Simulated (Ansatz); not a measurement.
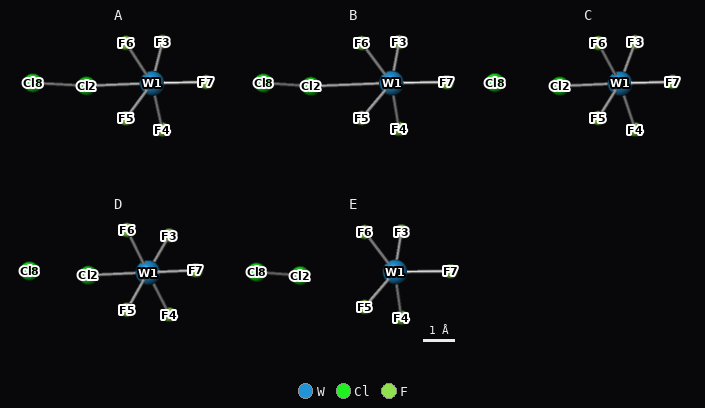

5 geometries from one relaxation of WCl$_{2}$F$_{5}$ (multiplicity 2), in shuffled order. The picture is a ball-and-stick view, seen face on.

The run prepares an end point of a later path (reaction) calculation, from a guessed geometry.

Computed with Ansatz, UKS PBE/def2-SVP. (collinear spin; force threshold 0.03 eV/Å; at most 50 steps)

Q: Order the frames from highest to lowest energy.

A: E, B, A, C, D. They are steps 0, 2, 4, 6, 10, at +129.3 kJ/mol, +114.3 kJ/mol, +60.7 kJ/mol, +11.7 kJ/mol relative to the last. After 10 geometry steps the energy has fallen by 129.3 kJ/mol. Largest force component: 0.26 eV/Å at the start, 0.013 eV/Å at the end. Cl2 moves most after the best rigid fit: 0.78 Å. Largest moves by element: Cl 0.78 Å, F 0.77 Å, W 0.50 Å. Among the contacts that change: W1–Cl2 3.585 → 2.338 Å, Cl2–Cl8 2.050 → 2.660 Å, W1–F3 1.878 → 1.864 Å, W1–F7 1.857 → 1.863 Å. New bonds form, among them: W1–Cl2 (3.58 → 2.34 Å). Bond angles that change, for instance: F5–W1–F7 117.0° → 90.1°, F3–W1–F5 154.4° → 179.2°, F3–W1–F4 99.1° → 89.3°. The run took 57 s on 4 threads of Arm Neoverse V2 (shared host), peak memory 0.32 GiB.

Limits of the set-up: the start holds two separate molecules, 3.6 Å apart at their closest, whose relative position is a soft coordinate and is computed without a dispersion correction.
